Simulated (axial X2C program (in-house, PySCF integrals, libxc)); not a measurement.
# HfAl: from the state search to constants, part 1 of 2

Aim: find the lowest determinant of HfAl, scan the bond at several levels and fit the constants, once spin-free and once with spin–orbit coupling.

Method: all-electron X2C, Hf dyall-cv3z, Al dyall-v3z; program: an in-house X2C program for linear molecules on PySCF integrals.

All values are calculated.

## Step 1: Set-up

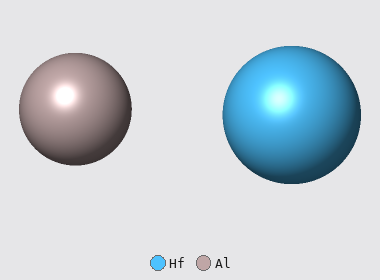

The two atoms at 2.780 Å (hafnium blue, aluminium light grey).

File task.json:

```json
{
 "zs": [
  72,
  13
 ],
 "q": 0,
 "bas": [
  "dyall-cv3z",
  "dyall-v3z"
 ],
 "levels": [
  "PBE0",
  "HF",
  "r2SCAN0"
 ],
 "cc": true,
 "r0": 2.78,
 "thr": -1.0,
 "nmax": 90,
 "npts": 10,
 "nst": 2,
 "ntry": 6
}
```

Keys: zs atomic numbers; q charge; bas basis sets; levels methods (HF also brings MP2); cc coupled cluster on or off; r0 starting distance in Å; thr threshold in hartree for freezing inner shells (an s shell follows its p shell); nmax most natural virtual spinors; npts points asked for on the curve; nst determinants followed; ntry starts of the search.

The run is started by

```console
$ python so2c.py task.json out
```

Spin-free means the one-electron spin-free X2C Hamiltonian; two-component (2c) means X2C with spin–orbit coupling and atomic mean-field two-electron Coulomb and Gaunt terms. Basis: Hf dyall-cv3z contracted to [13s14p9d7f4g], Al dyall-v3z contracted to [8s8p2d1f]; Gaussian nuclei, density fitting. Masses: Hf 179.947 u, Al 26.982 u.

Notation: σ, π±, δ± give the projection m of an orbital's angular momentum (0, ±1, ±2), α and β its spin, Λ and M_S the sums; ω is the projection of a spinor's total angular momentum and Ω the sum. Logs are in hartree.

The results follow Hamiltonian by Hamiltonian and level by level.

## Step 2: Search for the lowest determinant

PBE0 moves the distance from 2.780 Å to 2.649 Å and compares determinants there.

Spin-free determinants:

| ΔE (eV) | state | open shells |
| --- | --- | --- |
| 0.00 | M_S = 3/2, Λ = 0 | beyond closed shells: σα, π+α, π-α |
| 0.25 | M_S = 1/2, Λ = 0 | beyond closed shells: σβ, π+α, π-α |
| 0.37 | M_S = 3/2, Λ = 2 | beyond closed shells: π+α, π-α, δ+α |
| 0.58 | M_S = 1/2, Λ = 1 | beyond closed shells: π+α, π+β, π-α |
| 0.71 | M_S = 3/2, Λ = 3 | beyond closed shells: σα, π+α, δ+α |
| 0.73 | M_S = 1/2, Λ = 2 | beyond closed shells: σα, π+α, π+β |
| 0.73 | M_S = 5/2, Λ = 2 | beyond closed shells: 2 × σα, π+α, π-α, δ+α |

Two-component determinants:

| ΔE (eV) | state | open shells |
| --- | --- | --- |
| 0.00 | Ω = 3/2 | excess of +ω over −ω: ω = 3/2 |
| 0.21 | Ω = 1/2 | excess of +ω over −ω: ω = 1/2 |
| 0.27 | Ω = 1/2 | excess of +ω over −ω: 2 × ω = -1/2, ω = 3/2 |
| 0.53 | Ω = 5/2 | excess of +ω over −ω: ω = -1/2, 2 × ω = 3/2 |
| 0.55 | Ω = 7/2 | excess of +ω over −ω: ω = -1/2, ω = 3/2, ω = 5/2 |
| 0.63 | Ω = 1/2 | excess of +ω over −ω: ω = 1/2 |
| 0.74 | Ω = 5/2 | excess of +ω over −ω: 2 × ω = 1/2, ω = 3/2 |

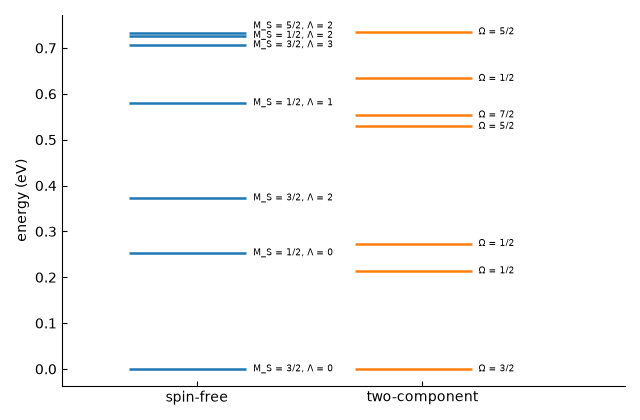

The determinants found, each set from its own lowest.

## Step 3: PBE0, spin-free

State followed: M_S = 3/2, Λ = 0 (beyond closed shells: σα, π+α, π-α). The scan is laid around 2.649 Å, a first estimate of the minimum, and this SCF restarts from the orbitals of the search.

Output at 2.649 Å:

```text
spin-free X2C-1e  PBE0
basis functions 234  fitting functions 1222  grid points 5082
iter        total energy     max residual
   1     -15321.287898113     5.96e-06
   2     -15321.287898119     8.36e-06
   3     -15321.287898120     2.67e-06
converged
one-electron -21407.93766428  Coulomb 6230.95141966  exact exchange -81.46672353  xc functional -249.81487313  nuclear repulsion 186.97994316
```

Along the bond, energies from the lowest point:

```csv
R (Å),E (eV),μ (D),HOMO (eV),LUMO (eV),iterations
2.305,0.6095,-1.53,-4.92,-2.34,14
2.411,0.2538,-1.64,-4.88,-2.29,14
2.490,0.1008,-1.69,-4.83,-2.28,14
2.570,0.0217,-1.72,-4.77,-2.27,14
2.649,0.0000,-1.72,-4.72,-2.26,3
2.742,0.0295,-1.69,-4.65,-2.24,15
2.834,0.1008,-1.61,-4.58,-2.21,15
2.954,0.2334,-1.46,-4.49,-2.17,16
3.099,0.4281,-1.16,-4.37,-2.10,16
3.311,0.7233,-0.53,-4.21,-2.06,16
```

Dipoles are positive if Al is the positive end.

Outer orbitals at the reference distance:

```json
{"symmetry": "φ+α", "occupied": "yes", "ε (eV)": "-21.22", "atomic character": "100% Hf f"}
{"symmetry": "φ-α", "occupied": "yes", "ε (eV)": "-21.22", "atomic character": "100% Hf f"}
{"symmetry": "φ-β", "occupied": "yes", "ε (eV)": "-21.17", "atomic character": "100% Hf f"}
{"symmetry": "φ+β", "occupied": "yes", "ε (eV)": "-21.17", "atomic character": "100% Hf f"}
{"symmetry": "δ-α", "occupied": "yes", "ε (eV)": "-21.03", "atomic character": "100% Hf f"}
{"symmetry": "δ+α", "occupied": "yes", "ε (eV)": "-21.03", "atomic character": "100% Hf f"}
{"symmetry": "π-α", "occupied": "yes", "ε (eV)": "-20.92", "atomic character": "100% Hf f"}
{"symmetry": "π+α", "occupied": "yes", "ε (eV)": "-20.92", "atomic character": "100% Hf f"}
{"symmetry": "δ+β", "occupied": "yes", "ε (eV)": "-20.90", "atomic character": "100% Hf f"}
{"symmetry": "δ-β", "occupied": "yes", "ε (eV)": "-20.90", "atomic character": "100% Hf f"}
{"symmetry": "σα", "occupied": "yes", "ε (eV)": "-20.88", "atomic character": "100% Hf f"}
{"symmetry": "π+β", "occupied": "yes", "ε (eV)": "-20.74", "atomic character": "100% Hf f"}
{"symmetry": "π-β", "occupied": "yes", "ε (eV)": "-20.74", "atomic character": "100% Hf f"}
{"symmetry": "σβ", "occupied": "yes", "ε (eV)": "-20.69", "atomic character": "100% Hf f"}
{"symmetry": "σα", "occupied": "yes", "ε (eV)": "-9.79", "atomic character": "52% Al s, 20% Hf s, 12% Hf d"}
{"symmetry": "σβ", "occupied": "yes", "ε (eV)": "-8.18", "atomic character": "59% Al s, 20% Hf s, 9% Hf p"}
{"symmetry": "σα", "occupied": "yes", "ε (eV)": "-5.83", "atomic character": "45% Hf s, 30% Al p, 9% Al s"}
{"symmetry": "σβ", "occupied": "yes", "ε (eV)": "-5.11", "atomic character": "53% Hf s, 19% Al p, 15% Hf p"}
{"symmetry": "π+α", "occupied": "yes", "ε (eV)": "-5.03", "atomic character": "62% Hf d, 26% Al p, 6% Hf p"}
{"symmetry": "π-α", "occupied": "yes", "ε (eV)": "-5.03", "atomic character": "62% Hf d, 26% Al p, 6% Hf p"}
{"symmetry": "σα", "occupied": "yes", "ε (eV)": "-4.72", "atomic character": "61% Hf d, 21% Al p, 8% Hf s"}
{"symmetry": "δ-α", "occupied": "no", "ε (eV)": "-2.26", "atomic character": "98% Hf d"}
{"symmetry": "δ+α", "occupied": "no", "ε (eV)": "-2.26", "atomic character": "98% Hf d"}
{"symmetry": "π-β", "occupied": "no", "ε (eV)": "-1.99", "atomic character": "44% Al p, 43% Hf d, 9% Hf p"}
{"symmetry": "π+β", "occupied": "no", "ε (eV)": "-1.99", "atomic character": "44% Al p, 43% Hf d, 9% Hf p"}
```

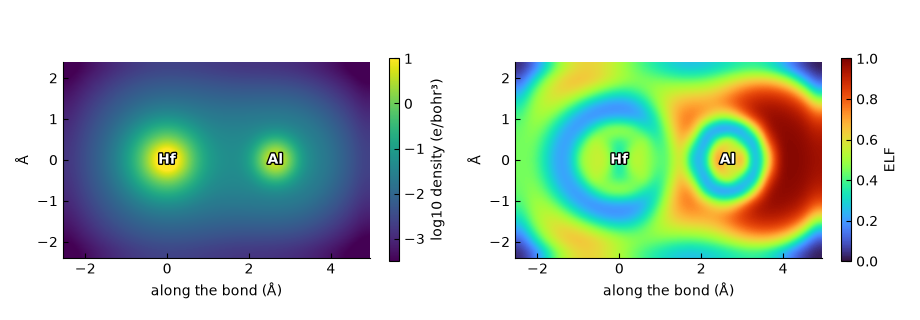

PBE0 fields in a plane through the axis, from a grid of 0.3 Å; Hf lies at z = 0 and Al at z = 2.649 Å; the ELF is damped to zero where the density is low.

Re = 2.645 Å, ωe = 285.0 cm⁻¹, ωexe = 1.07 cm⁻¹, Be = 0.1027 cm⁻¹, De = 1.89 eV, μ = -1.72 D.

## Step 4: HF, spin-free

The SCF at the reference distance of 2.649 Å:

```text
spin-free X2C-1e  HF
basis functions 234  fitting functions 1222  grid points 5082
iter        total energy     max residual
   1     -15315.873195573     8.25e-01
   2     -15315.921332850     3.25e-02
   3     -15315.922660648     4.28e-02
   4     -15315.929766535     2.90e-03
   5     -15315.931465458     2.45e-03
   6     -15315.933115044     1.91e-03
   7     -15315.934255629     1.68e-03
   8     -15315.934857328     1.06e-03
   9     -15315.935066091     5.59e-04
  10     -15315.935129827     1.95e-04
  11     -15315.935141201     1.66e-04
  12     -15315.935143732     7.76e-05
  13     -15315.935144795     5.90e-05
  14     -15315.935145279     4.29e-05
  15     -15315.935145585     2.99e-05
  16     -15315.935145720     1.29e-05
  17     -15315.935145744     2.87e-06
  18     -15315.935145745     1.00e-06
converged
one-electron -21408.87973177  Coulomb 6232.12042181  exact exchange -326.15577895  xc functional 0.00000000  nuclear repulsion 186.97994316
```

No constants are quoted: the dipole of the solution doesn't run smoothly along the scan, a sign that its character may change, so the fit is set aside.

## Step 5: r2SCAN0, spin-free

The SCF at the reference distance of 2.649 Å:

```text
spin-free X2C-1e  r2SCAN0
basis functions 234  fitting functions 1222  grid points 5082
iter        total energy     max residual
   1     -15321.446466121     2.23e-01
   2     -15321.450347433     6.95e-03
   3     -15321.448646686     1.73e-02
   4     -15321.450943795     9.46e-04
   5     -15321.450962786     1.19e-03
   6     -15321.451004829     3.04e-04
   7     -15321.451032595     1.65e-04
   8     -15321.451043918     8.27e-05
   9     -15321.451045652     5.47e-05
  10     -15321.451046087     1.94e-05
  11     -15321.451046149     5.48e-06
  12     -15321.451046156     2.59e-06
  13     -15321.451046157     1.28e-06
converged
one-electron -21408.50409537  Coulomb 6231.56801601  exact exchange -81.48370195  xc functional -250.01120800  nuclear repulsion 186.97994316
```

No constants are quoted: the dipole of the solution doesn't run smoothly along the scan, a sign that its character may change, so the fit is set aside.

## Step 6: Correlated methods, spin-free

Correlated methods: 7 electrons correlated (frozen shells, counted by type: Hf 5 s, 4 p, 2 d, 1 f; Al 2 s, 1 p), 289 virtual spinors in MP2, 89 natural virtuals in coupled cluster.

Output of the correlated part at 2.649 Å:

```text
correlated 7  virtual 289  natural virtual 89  E(MP2) -0.108566266  MP2 remainder -0.004286197
iter   CCSD correlation   residual
   1     -0.120661362   1.64e-01
   2     -0.130895714   8.82e-02
   3     -0.133714484   4.40e-02
   4     -0.135552861   2.66e-02
   5     -0.136276306   1.28e-02
   6     -0.136370517   4.93e-03
   7     -0.136435918   2.12e-03
   8     -0.136425857   9.03e-04
   9     -0.136423870   4.04e-04
  10     -0.136424427   1.64e-04
  11     -0.136425508   8.30e-05
  12     -0.136426053   4.04e-05
  13     -0.136426239   2.19e-05
  14     -0.136426358   1.17e-05
  15     -0.136426546   6.66e-06
  16     -0.136426727   3.75e-06
  17     -0.136426810   1.93e-06
  18     -0.136426847   1.00e-06
  19     -0.136426852   4.49e-07
(T) -0.009823348  T1 0.1046  D1 0.1834  max T2 0.077
```

T1 in the output is the amplitude norm over the root of the electron number; divide by √2 for the Lee–Taylor value.

MP2: No constants are quoted: the dipole of the HF reference doesn't run smoothly along the scan, a sign that its character may change, so the fit is set aside.

CCSD: No constants are quoted: the dipole of the HF reference doesn't run smoothly along the scan, a sign that its character may change, so the fit is set aside.

CCSD(T): No constants are quoted: the dipole of the HF reference doesn't run smoothly along the scan, a sign that its character may change, so the fit is set aside.

## Step 7: A higher determinant, spin-free

State: M_S = 1/2, Λ = 0 (beyond closed shells: σβ, π+α, π-α).

Output at the reference distance:

```text
spin-free X2C-1e  PBE0
basis functions 234  fitting functions 1222  grid points 5082
iter        total energy     max residual
   1     -15321.278598685     1.06e-05
   2     -15321.278598679     2.48e-05
   3     -15321.278598691     4.57e-06
   4     -15321.278598692     2.88e-06
converged
one-electron -21407.82282889  Coulomb 6230.83553548  exact exchange -81.46229002  xc functional -249.80895842  nuclear repulsion 186.97994316
```

```csv
R (Å),E above the lowest PBE0 point (eV)
2.305,0.883
2.411,0.518
2.490,0.360
2.570,0.278
2.649,0.253
2.742,0.280
2.834,0.349
2.954,0.477
3.099,0.663
```

Re = 2.649 Å, ωe = 284.8 cm⁻¹, ωexe = 1.18 cm⁻¹, Be = 0.1024 cm⁻¹, μ = -1.92 D. ⟨S²⟩ = 1.78 against 0.75 for a pure state, so this determinant mixes spins. Te = 0.25 eV. As a difference of two determinants it need not be a gap between pure terms.

## Step 8: The spin-free curves together

Energy (eV) of the followed determinant, spin-free, from each level's lowest point:

```csv
R (Å),PBE0,HF (dipole not smooth),MP2 (HF's dipole not smooth),CCSD (HF's dipole not smooth),CCSD(T) (HF's dipole not smooth),r2SCAN0 (dipole not smooth)
2.305,0.610,0.752,0.674,n/a,n/a,0.566
2.411,0.254,0.333,0.286,0.322,0.326,0.224
2.490,0.101,0.144,0.116,0.142,0.145,0.080
2.570,0.022,0.040,0.027,0.040,0.042,0.011
2.649,0.000,0.000,0.000,0.000,0.000,0.000
2.742,0.029,0.016,0.028,0.011,0.009,0.042
2.834,0.101,0.081,0.099,0.067,0.063,0.124
2.954,0.233,0.209,0.224,0.173,0.169,0.268
3.099,0.428,0.358,0.339,n/a,n/a,0.454
3.311,0.723,0.473,0.612,n/a,n/a,0.699
```

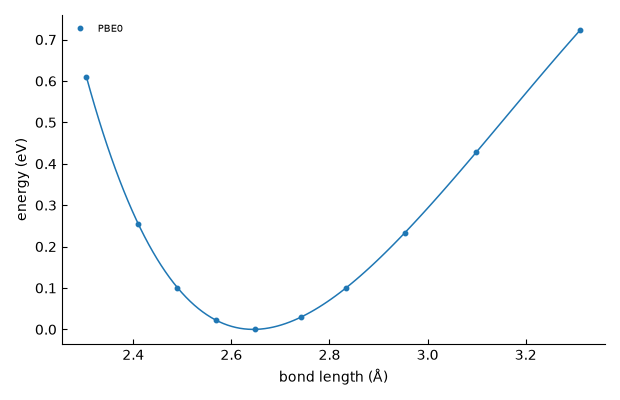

Curves of the followed state, spin-free, each from its own lowest point. Left out: HF, MP2, CCSD, CCSD(T), r2SCAN0.

(Continued in part 2 of 2.)
